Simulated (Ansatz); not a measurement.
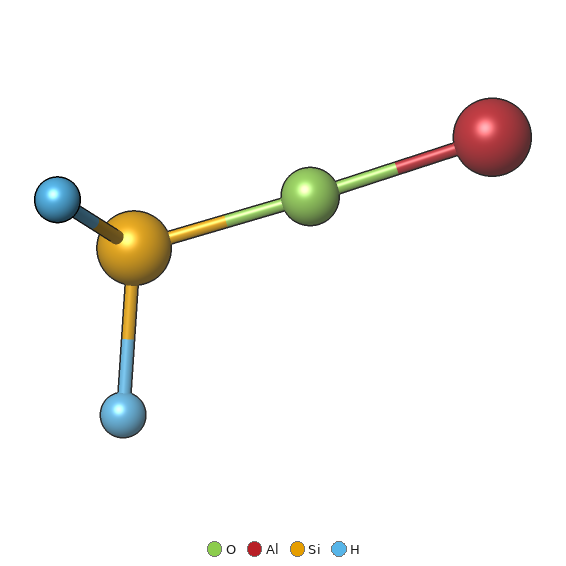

Every bond is drawn as one stick, whatever its order.

State: neutral, doublet.

**What is the molecular formula?**

AlH₂OSi, 5 atoms: 1 aluminium, 2 hydrogen, 1 oxygen and 1 silicon.

**Count the bonded pairs by element.**

2 Si–H, 1 Al–O, 1 O–Si. Sticks follow a distance rule.

The parts below concern this one geometry. Atoms keep their numbers from picture to picture. Computed geometry: PBE0-D4/def2-TZVP optimisation. No frequency run is at hand to confirm it as a minimum.

**Shape**

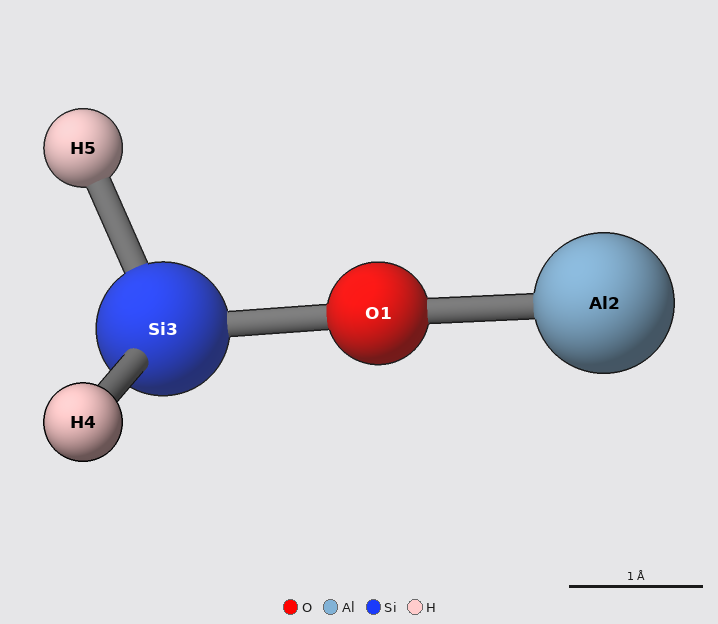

Numbered structure. No frequency run is at hand to confirm it as a minimum.

Give these bond angles: Al2–O1–Si3, O1–Si3–H4, H4–Si3–H5.

| angle | degrees |
| --- | --- |
| Al2–O1–Si3 | 177.1 |
| O1–Si3–H4 | 110.1 |
| H4–Si3–H5 | 109.5 |

**Dipole moment**

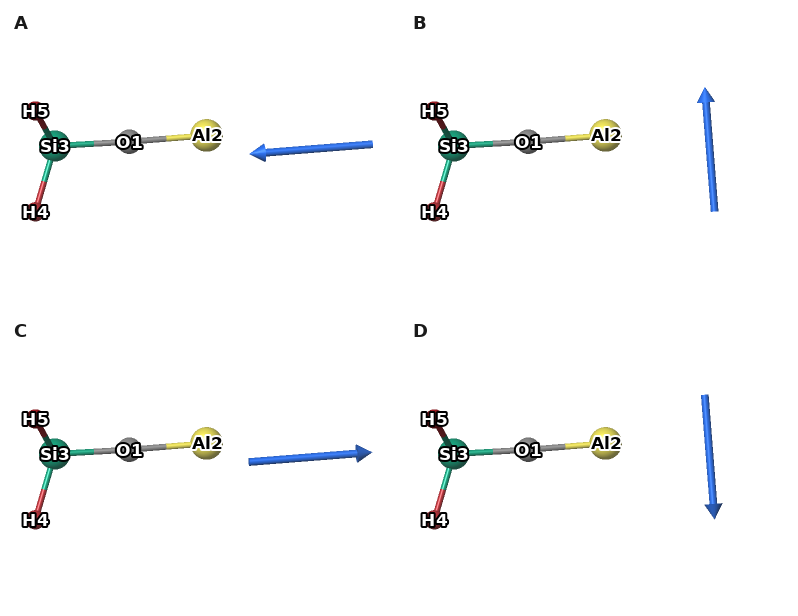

The same molecule four times, each with an arrow. No frequency run is at hand to confirm it as a minimum. Method: UKS PBE0-D4/def2-TZVP (Ansatz 0.2.0).

**Which arrow points along the dipole moment, from the negative to the positive end?**

C. The dipole moment is 0.60 D; it points from the side of H4, H5 to the side of Al2 (the outermost atoms at the two ends).

**Electronic properties**

No frequency run is at hand to confirm it as a minimum. Method: UKS PBE-D4/def2-TZVPP (Ansatz 0.2.0).

**Give the ⟨S²⟩ of the determinant at this level.**

0.752.

**Charges**

The questions are on Mulliken charges. No frequency run is at hand to confirm it as a minimum. Level of theory: UKS PBE0-D4/def2-TZVP (Ansatz 0.2.0).

Give the Mulliken charges atom by atom.

```csv
atom,value (e)
O1,−0.29
Al2,0.20
Si3,0.13
H4,−0.02
H5,−0.02
```

Mulliken values depend strongly on the basis set and can even reverse the polarity of a bond.
